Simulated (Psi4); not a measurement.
# C2F6 (hexafluoroethane) at OMP2/6-31G(d) (density fitting for correlation, spherical functions)

Aim: the energy change on altering one bond length of C2F6 (hexafluoroethane) at OMP2/6-31G* (density fitting for correlation, spherical functions), from 2 runs. 

The calculation is run with Psi4 1.11.

1 further run of the same task is left out (it didn't finish).

### Step 1. The system as given

C2F6 has 8 atoms, charge 0, and is taken as a singlet. As SMILES, `FC(F)(F)C(F)(F)F`. The coordinates come from a PBE0-D4/def2-TZVP relaxation.

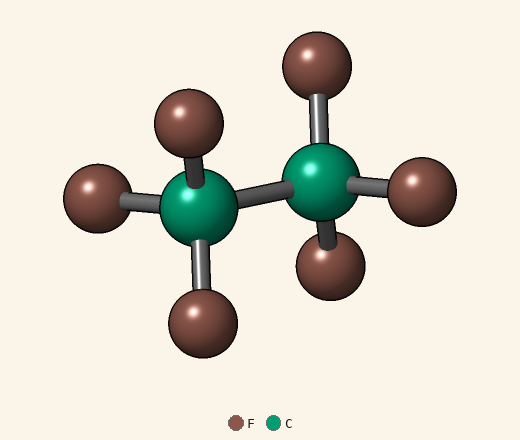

Viewed from a chosen angle; fluorine brown, carbon teal.

### Step 2. A single-point energy at OMP2/6-31G(d) (density fitting for correlation, spherical functions)

c2f6.xyz reads:

```xyz
8
C2F6
F      1.065570    -0.767260     1.152000
C      0.662650    -0.397300    -0.054910
F      1.596070     0.361280    -0.610920
F      0.478560    -1.476610    -0.801220
C     -0.662670     0.397270     0.054890
F     -0.477000     1.479670     0.796360
F     -1.068680     0.762200    -1.152500
F     -1.594500    -0.359250     0.616310
```

run.py reads:

```python
import psi4

psi4.set_memory('2200 MB')
psi4.set_num_threads(1)
psi4.core.set_output_file('c2f6.out', False)

with open('c2f6.xyz') as f:
    atoms = ''.join(f.readlines()[2:])
molecule = psi4.geometry('0 1\n' + atoms + 'symmetry c1\nno_reorient\nno_com')

options = {'basis': '6-31G*', 'puream': True, 'e_convergence': 1e-09, 'd_convergence': 1e-08, 'scf_type': 'pk', 'num_frozen_docc': 8}
psi4.set_options(options)

E, wfn = psi4.energy('omp2', molecule=molecule, return_wfn=True)
print(f'omp2 energy: {E:.10f} Eh')
```

The run is started by

```
$ python run.py
```

c2f6.out:

```text
[...]
  Running in c1 symmetry.
[...]
  Nuclear repulsion =  464.042411859137815
[...]
  Multiplicity = 1
[...]
  Nalpha       = 33
  Nbeta        = 33
[...]
    Number of basis functions: 112
[...]
   @RHF iter   1:  -672.17947899041781   -5.01251e-01   6.36818e-03 ADIIS/DIIS
[...]
   @RHF iter   9:  -672.37653741822101   -3.31966e-11   9.89699e-09 DIIS
[...]
    Orbital Energies [Eh]
    ---------------------
    Doubly Occupied:
       1A    -26.372651     2A    -26.372648     3A    -26.372636
       4A    -26.372632     5A    -26.372628     6A    -26.372626
       7A    -11.550696     8A    -11.550147     9A     -1.781739
      10A     -1.756649    11A     -1.675872    12A     -1.675867
      13A     -1.665555    14A     -1.665550    15A     -1.085417
      16A     -0.966011    17A     -0.901733    18A     -0.873874
      19A     -0.873872    20A     -0.842853    21A     -0.842852
      22A     -0.758169    23A     -0.737558    24A     -0.737556
      25A     -0.735277    26A     -0.735276    27A     -0.700437
      28A     -0.700435    29A     -0.682653    30A     -0.682651
      31A     -0.679458    32A     -0.671689    33A     -0.584858
[...]
  @RHF Final Energy:  -672.37653741822101
   => Energetics <=
    Nuclear Repulsion Energy =            464.0424118591378146
    One-Electron Energy =               -1860.1368477231214911
    Two-Electron Energy =                 723.7178984457625575
    Total Energy =                       -672.3765374182210053
[...]
 Multipole Moments:
 ------------------------------------------------------------------------------------
     Multipole            Electronic (a.u.)      Nuclear  (a.u.)        Total (a.u.)
 ------------------------------------------------------------------------------------
 L = 1.  Multiply by 2.5417464519 to convert [e a0] to [Debye]
 Dipole X            :         -0.0001716            0.0001134           -0.0000582
 Dipole Y            :         -0.0002522            0.0001701           -0.0000822
 Dipole Z            :         -0.0003524            0.0002835           -0.0000689
 Magnitude           :                                                    0.0001220
[...]
	Warning: cc_lambda option is changed to TRUE
	For this residual convergence, default PCG convergence is:     1.00e-07
[...]
	DF-MP2 Total Energy (a.u.)         :  -673.63429889877318
[...]
	DF-MP2 Total Energy (a.u.)         :  -673.65215100443447
[...]
	DF-OMP2 Total Energy (a.u.)        :  -673.65215100442526
[...]
```

The script printed:

```text
omp2 energy: -673.6521510044 Eh
```

It took 74 s on 1 thread of Intel Xeon Platinum 8259CL at 2.50GHz (Skylake/Cascade Lake), shared host; peak memory 0.49 GiB.

### Step 3. The distorted shape, same level

job.in reads:

```
memory 2200 mb

molecule mol {
  0 1
  F
  C 1 r2
  F 2 r3 1 a3
  F 2 r4 1 a4 3 d4
  C 2 r5 1 a5 3 d5
  F 5 r6 2 a6 1 d6
  F 5 r7 6 a7 2 d7
  F 5 r8 7 a8 6 d8

  r2 = 1.325084
  r3 = 1.32509
  a3 = 109.13652
  r4 = 1.9876
  a4 = 109.13689
  d4 = 119.19067
  r5 = 1.549152
  a5 = 109.80274
  d5 = -120.40117
  r6 = 1.325081
  a6 = 109.80115
  d6 = 60.27224
  r7 = 1.325069
  a7 = 109.13764
  d7 = -120.40489
  r8 = 1.325074
  a8 = 109.13672
  d8 = 119.18999
  symmetry c1
  no_reorient
  no_com
}

set globals {
  basis           6-31G*
  reference       rhf
  puream          true
  e_convergence   1e-09
  d_convergence   1e-08
  scf_type        pk
  num_frozen_docc 8
}

e, wfn = energy('omp2', return_wfn=True)
print_variables()
```

The run is started by

```
$ psi4 job.in job.out -n 1
```

job.out:

```text
[...]
  Running in c1 symmetry.
[...]
  Nuclear repulsion =  440.564140308836841
[...]
  Multiplicity = 1
[...]
  Nalpha       = 33
  Nbeta        = 33
[...]
    Number of basis functions: 112
[...]
   @RHF iter   1:  -671.91775412415132   -9.50534e-01   7.48645e-03 DIIS/ADIIS
[...]
   @RHF iter  15:  -672.22753424417442   -2.84217e-12   3.88933e-09 DIIS
[...]
    Orbital Energies [Eh]
    ---------------------
    Doubly Occupied:
       1A    -26.428883     2A    -26.428877     3A    -26.403465
       4A    -26.390017     5A    -26.389934     6A    -26.265566
       7A    -11.607321     8A    -11.588978     9A     -1.798702
      10A     -1.774776    11A     -1.714385    12A     -1.694887
      13A     -1.686302    14A     -1.476601    15A     -1.114010
      16A     -0.983975    17A     -0.914746    18A     -0.892515
      19A     -0.883395    20A     -0.855881    21A     -0.827581
      22A     -0.787232    23A     -0.756853    24A     -0.755440
      25A     -0.753969    26A     -0.731409    27A     -0.713389
      28A     -0.707900    29A     -0.693879    30A     -0.652108
      31A     -0.586114    32A     -0.585966    33A     -0.533636
[...]
  @RHF Final Energy:  -672.22753424417442
   => Energetics <=
    Nuclear Repulsion Energy =            440.5641403088368406
    One-Electron Energy =               -1812.8259652306101088
    Two-Electron Energy =                 700.0342906775988467
    Total Energy =                       -672.2275342441744215
[...]
 Multipole Moments:
 ------------------------------------------------------------------------------------
     Multipole            Electronic (a.u.)      Nuclear  (a.u.)        Total (a.u.)
 ------------------------------------------------------------------------------------
 L = 1.  Multiply by 2.5417464519 to convert [e a0] to [Debye]
 Dipole X            :         -0.8721523           -0.0896394           -0.9617917
 Dipole Y            :         -0.4436990           -0.0500683           -0.4937673
 Dipole Z            :         -0.3155822           -0.0356245           -0.3512067
 Magnitude           :                                                    1.1367478
[...]
	Warning: cc_lambda option is changed to TRUE
	For this residual convergence, default PCG convergence is:     1.00e-07
[...]
	DF-MP2 Total Energy (a.u.)         :  -673.52414740998870
[...]
	DF-MP2 Total Energy (a.u.)         :  -673.54898572334730
[...]
	DF-OMP2 Total Energy (a.u.)        :  -673.54898572333082
[...]
```

It took 81 s on 1 thread of Intel Xeon Platinum 8259CL at 2.50GHz (Skylake/Cascade Lake), shared host; peak memory 0.49 GiB.

### Step 4. Results

At OMP2/6-31G* (density fitting for correlation, spherical functions), 8 core orbitals frozen:

| quantity | value |
| --- | --- |
| first shape: total energy | -673.65215 Eh |
| first shape: HOMO energy (Hartree–Fock orbitals) | -15.91 eV |
| first shape: LUMO energy (Hartree–Fock orbitals) | 7.97 eV |
| first shape: HOMO–LUMO gap (Hartree–Fock orbitals) | 23.89 eV |
| first shape: correlation energy (8 core orbitals frozen) | -1275.6 mEh |
| distorted shape: total energy | -673.54899 Eh |
| distorted shape: HOMO energy (Hartree–Fock orbitals) | -14.52 eV |
| distorted shape: LUMO energy (Hartree–Fock orbitals) | 0.72 eV |
| distorted shape: HOMO–LUMO gap (Hartree–Fock orbitals) | 15.24 eV |
| distorted shape: correlation energy (8 core orbitals frozen) | -1321.5 mEh |
| energy change with the C2–F4 bond stretched from 1.325 to 1.988 Å | 2.807 eV |

In words: With the C2–F4 bond stretched from 1.325 to 1.988 Å the energy rises by 2.81 eV (271 kJ/mol). The first shape isn't relaxed at this level, so the change isn't measured from a minimum.
